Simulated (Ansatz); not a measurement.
A computed series for InAgTe2: response to strain

The parent structure is InAgTe2 in the chalcopyrite structure (space group I-42d, No. 122; a = 6.569 Å, c = 12.999 Å). Axes: x, y, z lie along a, b, c of the conventional cell.

Strains are applied to the cell and any free atomic positions relax.

Calculations: PBE, PAW, 420 eV (Ansatz, an electronic-structure program; spin-orbit coupling left out).

Notes on the quantities. pressure: mean of the normal stresses, compression positive.

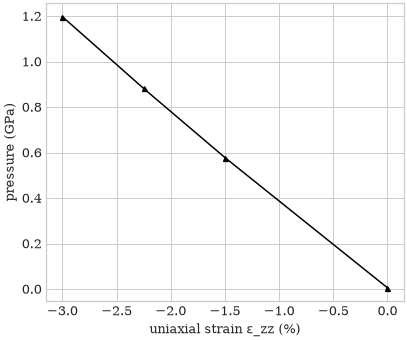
Fig. 1. Pressure against uniaxial strain ε_zz

| uniaxial strain ε_zz (%) | pressure |
|---|---|
| -3 | 1.20 GPa |
| -2.25 | 0.88 GPa |
| -1.5 | 0.58 GPa |

No phonon test of stability was made.
